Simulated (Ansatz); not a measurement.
**A ladder of methods for C2F5 (SMILES F[C](F)C(F)(F)F)**

C2F5: 7 atoms, total charge 0, spin state doublet. SMILES: `F[C](F)C(F)(F)F`. The shape was relaxed beforehand at wB97X-V/def2-SVP.

```xyz
7

F     1.5639   -0.8445    0.5059
C     0.3225   -0.4666    0.7277
F    -0.4699   -1.4825    0.9980
C    -0.2282    0.4822   -0.3180
F     0.5805    1.5301   -0.4455
F    -1.4387    0.8973    0.0439
F    -0.3301   -0.1161   -1.5120
```

Each level gives the dissociation energy of the C4–C2 bond into doublet CF3 and singlet CF2 (shapes relaxed at wB97X-V/def2-SVP, no zero-point term) (eV). The values are calculated.

```csv
level,kind,program,value (eV)
UHF/def2-SVP,Hartree–Fock,Ansatz,2.44
USVWN5/def2-SVP,LDA,Ansatz,3.46
UBLYP/def2-SVP,GGA,Ansatz,2.52
U-r2SCAN/def2-SVP,meta-GGA,Ansatz,2.94
UB3LYP/def2-SVP,global hybrid,Ansatz,2.70
UCAM-B3LYP/def2-SVP,range-separated hybrid,Ansatz,2.86
UB2PLYP/def2-SVP,double hybrid,Ansatz,2.71
RPA@PBE/def2-SVP,RPA,Ansatz,2.38
UMP2/def2-SVP,perturbation theory,Ansatz,2.75
```

The values span 2.38 to 3.46 eV. A fragment with an even electron count was run as a singlet and may have a lower triplet. Measured bond enthalpies also hold zero-point and thermal terms, a few tenths of an eV less.

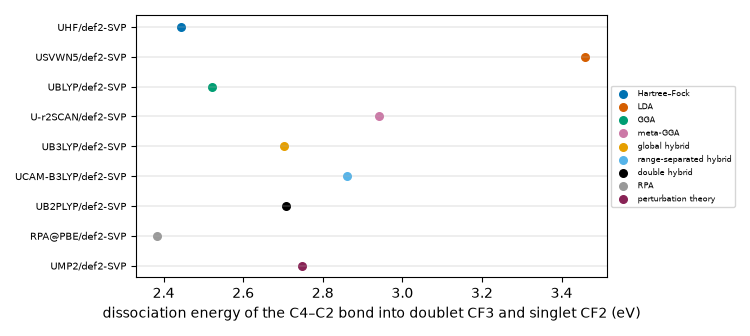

The values of the table, level by level.
